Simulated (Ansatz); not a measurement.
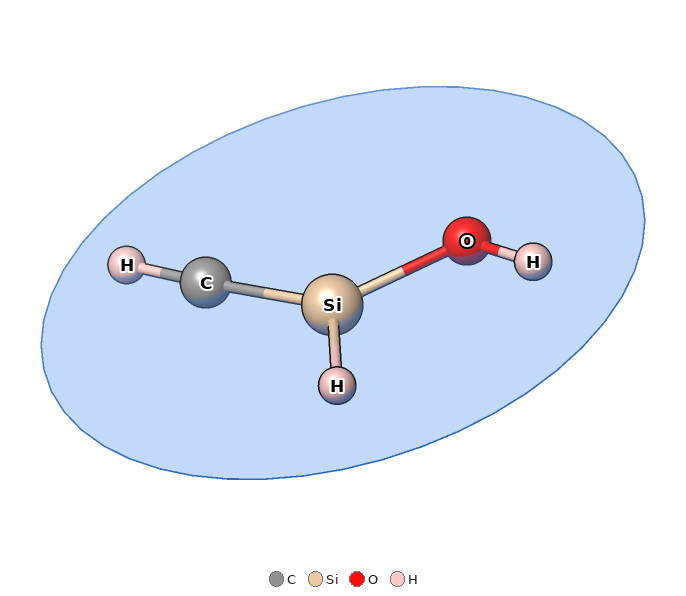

All proper rotation axes (lines) and mirror planes (discs) of the structure are drawn in. Depth is shown by fading: the farther an atom, the more it takes the colour of the background. State: neutral, doublet. Computed geometry: PBE0-D4/def2-TZVP optimisation. No frequency run is at hand to confirm it as a minimum.

> Name the symmetry elements and the point group.

It has 1 mirror plane. Point group Cs. The group has 2 operations. The geometry is achiral, and symmetry allows a dipole moment.
